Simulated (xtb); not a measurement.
# Run report: Al$_{2}$H$_{4}$F$_{2}$, geometry relaxation (part 2 of 3)

Al$_{2}$H$_{4}$F$_{2}$; GFN1-xTB (xtb 6.7.1). The geometry comes from this level: GFN2-xTB.

Geometry of the input (Å):
```
Al -0.7485  1.1841  -0.0529
H  -2.2139  1.0498  0.3592
H  0.0229  2.4201  -0.5142
F  -0.2925  -0.2344  -1.1107
Al 0.7484  -1.1842  0.0530
H  2.2130  -1.0458  -0.3604
H  -0.0190  -2.4222  0.5152
F  0.2895  0.2326  1.1107
```

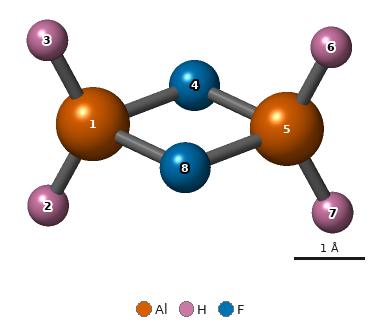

The starting structure (ball-and-stick view, seen at a tilt; atoms are numbered from 1 in the order of the input). Sticks mark near contacts.

The program's output, continued:
```
 iter      E             dE          RMSdq      gap      omega  full diag
   1    -15.2300914 -0.152301E+02  0.899E-03    6.75       0.0  T
   2    -15.2300917 -0.319733E-06  0.281E-03    6.75      12.6  T
   3    -15.2300917 -0.170775E-07  0.641E-04    6.75      55.1  T
   4    -15.2300917 -0.145008E-09  0.187E-05    6.75    1893.3  T
   5    -15.2300917 -0.101608E-11  0.298E-07    6.75  100000.0  T
     SCC iter.                  ...        0 min,  0.001 sec
     gradient                   ...        0 min,  0.004 sec
 * total energy  :   -15.1984507 Eh     change       -0.7387863E-05 Eh
   gradient norm :     0.0010096 Eh/α   predicted    -0.4223834E-05 ( -42.83%)
   displ. norm   :     0.0074741 α      lambda       -0.3509793E-05
   maximum displ.:     0.0049507 α      in ANC's #4, #17, #12, ...

........................................................................
.............................. CYCLE    5 ..............................
........................................................................

 iter      E             dE          RMSdq      gap      omega  full diag
   1    -15.2299069 -0.152299E+02  0.567E-03    6.74       0.0  T
   2    -15.2299069 -0.497977E-07  0.265E-03    6.74      13.3  T
   3    -15.2299069 -0.234178E-08  0.794E-04    6.74      44.5  T
   4    -15.2299069 -0.206652E-09  0.223E-05    6.74    1587.5  T
   5    -15.2299069 -0.274269E-11  0.355E-07    6.74   99498.3  T
     SCC iter.                  ...        0 min,  0.001 sec
     gradient                   ...        0 min,  0.004 sec
 * total energy  :   -15.1984542 Eh     change       -0.3561584E-05 Eh
   gradient norm :     0.0004358 Eh/α   predicted    -0.1756419E-05 ( -50.68%)
   displ. norm   :     0.0069353 α      lambda       -0.1078065E-05
   maximum displ.:     0.0057170 α      in ANC's #4, #10, #17, ...

........................................................................
.............................. CYCLE    6 ..............................
........................................................................

 iter      E             dE          RMSdq      gap      omega  full diag
   1    -15.2298534 -0.152299E+02  0.316E-03    6.74       0.0  T
   2    -15.2298534 -0.129519E-07  0.151E-03    6.74      23.4  T
   3    -15.2298534 -0.596737E-09  0.409E-04    6.74      86.4  T
   4    -15.2298534 -0.740350E-10  0.989E-06    6.74    3575.8  T
   5    -15.2298534 -0.561329E-12  0.232E-07    6.74  100000.0  T
     SCC iter.                  ...        0 min,  0.001 sec
     gradient                   ...        0 min,  0.004 sec
 * total energy  :   -15.1984551 Eh     change       -0.8695632E-06 Eh
   gradient norm :     0.0000553 Eh/α   predicted    -0.5404138E-06 ( -37.85%)
   displ. norm   :     0.0011508 α      lambda       -0.2541188E-07
   maximum displ.:     0.0006136 α      in ANC's #10, #3, #4, ...

........................................................................
.............................. CYCLE    7 ..............................
........................................................................

 iter      E             dE          RMSdq      gap      omega  full diag
   1    -15.2298564 -0.152299E+02  0.263E-04    6.74       0.0  T
   2    -15.2298564 -0.153637E-09  0.123E-04    6.74     287.3  T
   3    -15.2298564 -0.347278E-11  0.336E-05    6.74    1052.8  T
     SCC iter.                  ...        0 min,  0.001 sec
     gradient                   ...        0 min,  0.005 sec
 * total energy  :   -15.1984551 Eh     change       -0.1675380E-07 Eh
   gradient norm :     0.0000132 Eh/α   predicted    -0.1222106E-07 ( -27.06%)
   displ. norm   :     0.0005875 α      lambda       -0.7356469E-08
   maximum displ.:     0.0004396 α      in ANC's #3, #1, #4, ...

   *** GEOMETRY OPTIMIZATION CONVERGED AFTER 7 ITERATIONS ***

------------------------------------------------------------------------
 total energy gain   :        -0.0010255 Eh       -0.6435 kcal/mol
 total RMSD          :         0.1106537 a0        0.0586 Å
 total power (kW/mol):        -0.3846488 (step)  -44.3692 (real)
------------------------------------------------------------------------

 ANCopt (total)                0 d,  0 h,  0 min,  0.061 sec
 optimizer setup                ...        0 min,  0.000 sec (  0.111%)
 model hessian                  ...        0 min,  0.000 sec (  0.528%)
 ANC generation                 ...        0 min,  0.000 sec (  0.191%)
 coordinate transformation      ...        0 min,  0.000 sec (  0.067%)
 single point calculation       ...        0 min,  0.059 sec ( 97.117%)
 optimization log               ...        0 min,  0.000 sec (  0.694%)
 hessian update                 ...        0 min,  0.000 sec (  0.065%)
 rational function              ...        0 min,  0.000 sec (  0.725%)

================
 final structure:
================
8
 xtb: 6.7.1
Al          -0.73831918201125        1.16806158406994       -0.05223936380546
H           -2.17591172834662        0.98081500958953        0.36405102215738
H            0.06620247353558        2.35775084472141       -0.51312207682344
F           -0.30056170293975       -0.24112455076186       -1.14560850535888
Al           0.73828949609139       -1.16808952582801        0.05214549734771
H            2.17577165810643       -0.97986423419821       -0.36407956023651
H           -0.06540938989417       -2.35829022173115        0.51314387373318
F            0.29992837545839        0.24073109413834        1.14569911298603

 Bond Distances (Angstroems)
 ---------------------------
Al1-H2=1.5083        Al1-H3=1.5083        Al1-F4=1.8365        Al1-Al5=2.7657       Al1-F8=1.8366        H2-Al1=1.5083
H3-Al1=1.5083        F4-Al1=1.8365        F4-Al5=1.8366        Al5-Al1=2.7657       Al5-F4=1.8366        Al5-H6=1.5083
Al5-H7=1.5083        Al5-F8=1.8365        H6-Al5=1.5083        H7-Al5=1.5083        F8-Al1=1.8366        F8-Al5=1.8365
 Al H  Rav=1.5083 sigma=0.0000  Rmin=1.5083  Rmax=1.5083     4
 Al F  Rav=1.8366 sigma=0.0000  Rmin=1.8365  Rmax=1.8366     4
 Al Al Rav=2.7657 sigma=0.0000  Rmin=2.7657  Rmax=2.7657     1

 selected bond angles (degree)
 --------------------
H3-Al1-H2=133.68               F4-Al1-H2=107.23               F4-Al1-H3=107.23               Al5-Al1-H2=113.18
Al5-Al1-H3=113.14              Al5-Al1-F4= 41.15              F8-Al1-H2=107.22               F8-Al1-H3=107.22
F8-Al1-F4= 82.31               F8-Al1-Al5= 41.15              Al5-F4-Al1= 97.69              F4-Al5-Al1= 41.15
H6-Al5-Al1=113.14              H6-Al5-F4=107.22               H7-Al5-Al1=113.18              H7-Al5-F4=107.23
H7-Al5-H6=133.68               F8-Al5-Al1= 41.15              F8-Al5-F4= 82.31               F8-Al5-H6=107.22
F8-Al5-H7=107.23               Al5-F8-Al1= 97.69

 selected dihedral angles (degree)
 ---------------------------------
Al5-F4-Al1-H2=254.26          Al5-F4-Al1-H3=105.69          Al5-F4-Al1-F8=  0.00          F4-Al5-Al1-H2= 89.99
F4-Al5-Al1-H3=269.98          F4-Al5-Al1-F8=179.97          H6-Al5-Al1-H2=180.01          H6-Al5-Al1-H3=  0.00
H6-Al5-Al1-F4= 90.02          H6-Al5-Al1-F8=269.99          H7-Al5-Al1-H2=  0.00          H7-Al5-Al1-H3=179.99
H7-Al5-Al1-F4=270.01          H7-Al5-Al1-F8= 89.98          F8-Al5-Al1-H2=270.02          F8-Al5-Al1-H3= 90.01
F8-Al5-Al1-F4=180.03          H6-Al5-F4-Al1=254.30          H7-Al5-F4-Al1=105.75          F8-Al5-F4-Al1=  0.00
Al5-F8-Al1-H2=105.75          Al5-F8-Al1-H3=254.30          Al5-F8-Al1-F4=  0.00          Al1-F8-Al5-F4=  0.00
Al1-F8-Al5-H6=105.70          Al1-F8-Al5-H7=254.25
           -------------------------------------------------
          |                Final Singlepoint                |
           -------------------------------------------------

          ...................................................
          :                      SETUP                      :
          :.................................................:
          :  # basis functions                  36          :
          :  # atomic orbitals                  34          :
          :  # shells                           18          :
          :  # electrons                        24          :
          :  # halogen bonds                     0          :
          :  max. iterations                   250          :
          :  Hamiltonian                  GFN1-xTB          :
          :  restarted?                      false          :
          :  GBSA solvation                  false          :
          :  PC potential                    false          :
          :  electronic temp.          300.0000000     K    :
          :  accuracy                    1.0000000          :
          :  -> integral cutoff          0.2500000E+02      :
          :  -> integral neglect         0.1000000E-07      :
          :  -> SCF convergence          0.1000000E-05 Eh   :
          :  -> wf. convergence          0.2000000E-04 e    :
          :  Broyden damping             0.4000000          :
          :  net charge                          0          :
          :  unpaired electrons                  0          :
          ...................................................

 iter      E             dE          RMSdq      gap      omega  full diag
   1    -15.2298564 -0.152299E+02  0.140E-06    6.74       0.0  T
   2    -15.2298564 -0.195399E-13  0.868E-07    6.74   40718.8  T
   3    -15.2298564  0.710543E-14  0.391E-07    6.74   90313.6  T

   *** convergence criteria satisfied after 3 iterations ***

         #    Occupation            Energy/Eh            Energy/eV
      -------------------------------------------------------------
         1        2.0000           -0.8232146             -22.4008
       ...           ...                  ...                  ...
         6        2.0000           -0.5277475             -14.3607
         7        2.0000           -0.5053530             -13.7514
         8        2.0000           -0.4957109             -13.4890
         9        2.0000           -0.4923318             -13.3970
        10        2.0000           -0.4877467             -13.2723
        11        2.0000           -0.4526445             -12.3171
        12        2.0000           -0.4418149             -12.0224 (HOMO)
        13                         -0.1940199              -5.2795 (LUMO)
        14                         -0.1439582              -3.9173
        15                         -0.1162591              -3.1636
        16                         -0.0939789              -2.5573
        17                         -0.0903212              -2.4578
       ...                                ...                  ...
        34                          1.3832108              37.6391
      -------------------------------------------------------------
                  HL-Gap            0.2477950 Eh            6.7428 eV
             Fermi-level           -0.3179174 Eh           -8.6510 eV

 SCC (total)                   0 d,  0 h,  0 min,  0.010 sec
 SCC setup                      ...        0 min,  0.000 sec (  0.896%)
 Dispersion                     ...        0 min,  0.000 sec (  0.308%)
 classical contributions        ...        0 min,  0.000 sec (  0.111%)
 integral evaluation            ...        0 min,  0.003 sec ( 33.266%)
 iterations                     ...        0 min,  0.001 sec ( 12.436%)
 molecular gradient             ...        0 min,  0.005 sec ( 51.545%)
 printout                       ...        0 min,  0.000 sec (  1.276%)

         :::::::::::::::::::::::::::::::::::::::::::::::::::::
         ::                     SUMMARY                     ::
         :::::::::::::::::::::::::::::::::::::::::::::::::::::
         :: total energy             -15.198455111634 Eh    ::
         :: gradient norm              0.000013227651 Eh/a0 ::
         :: HOMO-LUMO gap              6.742845907282 eV    ::
         ::.................................................::
         :: SCC energy               -15.229856372311 Eh    ::
         :: -> electrostatic           0.047408170008 Eh    ::
         :: repulsion energy           0.033324948420 Eh    ::
         :: dispersion energy         -0.001923687743 Eh    ::
         :: halogen bond corr.         0.000000000000 Eh    ::
         :: add. restraining           0.000000000000 Eh    ::
         :: total charge               0.000000000000 e     ::
         :::::::::::::::::::::::::::::::::::::::::::::::::::::

           -------------------------------------------------
          |                Numerical Hessian                |
           -------------------------------------------------
step length          :   0.00500
SCC accuracy         :   0.30000
Hessian scale factor :   1.00000
frozen atoms in %    :   0.00000    0
RMS gradient         :   0.00001
estimated CPU  time      0.01 min

writing file <hessian>.

 projected vibrational frequencies (cm⁻¹)
eigval :       -0.00    -0.00     0.00     0.00     0.00     0.00
eigval :       86.07   246.20   289.29   367.92   412.03   424.42
eigval :      437.81   443.15   495.24   526.06   605.20   606.53
eigval :      686.34   693.84  1812.52  1818.50  1848.14  1851.45
           -------------------------------------------------
          |                Property Printout                |
           -------------------------------------------------

    * Orbital Energies and Occupations
```
